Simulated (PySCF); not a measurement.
**One shape, several levels: [SiPH4]− (SMILES [SiH2-]P)**

We compute a comparison of 6 runs (B3LYP/STO-3G, M06-2X/STO-3G, PBE/STO-3G, UMP2/STO-3G, CCSDT(Q)/STO-3G, UCCSD(T)/STO-3G) of [SiPH4]−. The job is set up through a Python script.

The results are computed with PySCF 2.14.0.

2 further runs of the same task are left out: 2 set aside as unsound or not needed.

### Step 1. The molecule

The species is [SiPH4]− (6 atoms), meant as a singlet with charge -1. As SMILES, `[SiH2-]P`. The Si1–H4 distance was set to 1.804 Å, away from the relaxed value.

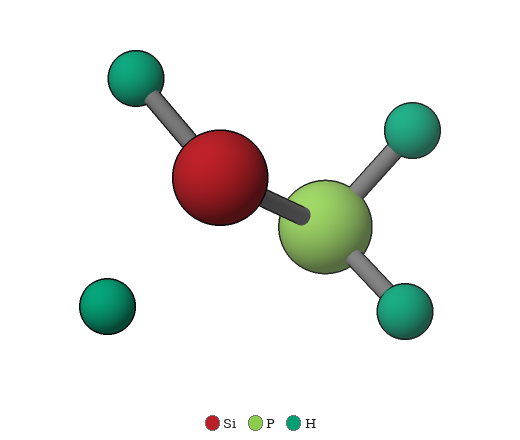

The structure, seen from a chosen angle (silicon red, phosphorus green, hydrogen teal).

### Step 2. The energy at B3LYP/STO-3G (run 1)

File calc.py:

```python
from pyscf import gto, dft

mol = gto.M(
    atom='''
Si     0.557593    -0.942199     0.078025
P     -0.155287     1.149031     0.343245
H     -0.187147    -1.522939     1.247505
H     -0.642080    -1.408110    -1.185860
H      0.607343     1.643091    -0.689175
H      0.819293     1.469381     1.259485
''',
    verbose=3,
    charge=-1,
    basis='sto-3g',
    max_memory=1860,
)

ks = dft.RKS(mol, xc='b3lyp')
ks.grids.level = 5
ks.conv_tol = 1e-10
ks.kernel()
if not ks.converged:
    ks = ks.newton().run(ks.mo_coeff, ks.mo_occ)

energy = ks.e_tot
print('E = %.10f Eh' % energy)
```

On the command line:

```
$ OMP_NUM_THREADS=1 python calc.py
```

Standard output:

```text
converged SCF energy = -625.827442230193
E = -625.8274422302 Eh
```

Wall time 2.9 s (1 thread of Arm Neoverse V2, shared host); peak memory 0.21 GiB.

### Step 3. The energy at M06-2X/STO-3G (run 2)

File job.py:

```python
from pyscf import gto, dft

mol = gto.M(
    atom='''
Si     0.557593    -0.942199     0.078025
P     -0.155287     1.149031     0.343245
H     -0.187147    -1.522939     1.247505
H     -0.642080    -1.408110    -1.185860
H      0.607343     1.643091    -0.689175
H      0.819293     1.469381     1.259485
''',
    basis='sto-3g',
    charge=-1,
    verbose=3,
    max_memory=1860,
)

mf = dft.RKS(mol, xc='m06-2x')
mf.conv_tol = 1e-10
mf.grids.level = 5
mf.kernel()
if not mf.converged:
    mf = mf.newton().run(mf.mo_coeff, mf.mo_occ)

e_tot = mf.e_tot
print('E = %.10f Eh' % e_tot)
```

On the command line:

```
$ OMP_NUM_THREADS=1 python job.py
```

Standard output:

```text
converged SCF energy = -625.828523838729
E = -625.8285238387 Eh
```

Wall time 3.6 s (1 thread of Arm Neoverse V2, shared host); peak memory 0.21 GiB.

Runs 3 to 5 aren't shown in full; the table further down has their settings and results.

### Step 4. The energy at UCCSD(T)/STO-3G (run 6)

File calc.py:

```python
from pyscf import gto, cc

molecule = gto.M(
    atom='''
Si     0.557593    -0.942199     0.078025
P     -0.155287     1.149031     0.343245
H     -0.187147    -1.522939     1.247505
H     -0.642080    -1.408110    -1.185860
H      0.607343     1.643091    -0.689175
H      0.819293     1.469381     1.259485
''',
    max_memory=1860,
    spin=0,
    charge=-1,
    verbose=4,
    basis='sto-3g',
)

myscf = molecule.UHF()
myscf.conv_tol = 1e-10
myscf.kernel()
if not myscf.converged:
    myscf = myscf.newton().run(myscf.mo_coeff, myscf.mo_occ)
for _ in range(3):
    mo, _, stable, _ = myscf.stability(return_status=True)
    if stable:
        break
    myscf.kernel(myscf.make_rdm1(mo, myscf.mo_occ))

mycc = cc.CCSD(myscf, frozen=10)
mycc.kernel()
e_t = mycc.ccsd_t()
e_tot = mycc.e_tot + e_t
print('E = %.10f Eh' % e_tot)
```

On the command line:

```
$ OMP_NUM_THREADS=1 python calc.py
```

Standard output:

```text
PySCF version 2.14.0

[... 90 lines left out ...]
converged SCF energy = -624.60174433019  <S^2> = 1.6317614e-11  2S+1 = 1
[... 14 lines left out ...]
Init t2, MP2 energy = -0.0702281185358156
[... 12 lines left out ...]
UCCSD converged
[... 2 lines left out ...]
E = -624.7043762227 Eh
```

It took 0.72 s on 1 thread of Arm Neoverse V2, shared host; peak memory 0.12 GiB.

### Step 5. The series

| run | level | integration grid | frozen core orbitals | energy (Eh) | HOMO energy (eV) | LUMO energy (eV) | HOMO–LUMO gap (eV) | wall time |
| --- | --- | --- | --- | --- | --- | --- | --- | --- |
| 1 | B3LYP/STO-3G | 5 | – | -625.827442 | 5.76 | 13.63 | 7.87 | 2.9 s |
| 2 | M06-2X/STO-3G | 5 | – | -625.828524 | 4.44 | 14.92 | 10.48 | 3.6 s |
| 3 | PBE/STO-3G | 5 | – | -625.470675 | 6.84 | 12.74 | 5.90 | 2.8 s |
| 4 | UMP2/STO-3G | – | 10 | -624.671972 | 2.76 | 18.56 | 15.80 | 0.62 s |
| 5 | CCSDT(Q)/STO-3G | – | 10 | -624.704536 | 2.76 | 18.56 | 15.80 | 1.1 s |
| 6 | UCCSD(T)/STO-3G | – | 10 | -624.704376 | 2.76 | 18.56 | 15.80 | 0.72 s |

### Step 6. What came out

```
                                                    quantity          value
                                         run 6: total energy  -624.70438 Eh
                  run 6: HOMO energy (Hartree–Fock orbitals)        2.76 eV
                  run 6: LUMO energy (Hartree–Fock orbitals)       18.56 eV
run 6: HOMO–LUMO gap (to an unbound level, set by the basis)       15.80 eV
         run 6: correlation energy (10 core orbitals frozen)     -102.6 mEh
                                       run 6: (T) correction      -0.53 mEh
                                        run 6: T1 diagnostic          0.009
```

**Reading.** Over runs 1, 2, 3 the HOMO–LUMO gap runs from 5.90 eV (PBE/STO-3G) to 10.48 eV (M06-2X/STO-3G). The empty levels of an anion lie above zero and hang on the basis. Totals of different functionals can't be ranked against each other. In runs 1, 2, 3, 4, 5, 6 the HOMO lies above zero, so the outermost electron may be held by the basis alone. In runs 1, 2, 3, 4, 5, 6 the basis is minimal, so the values are rough. All runs together took 12 s, the longest 3.6 s.
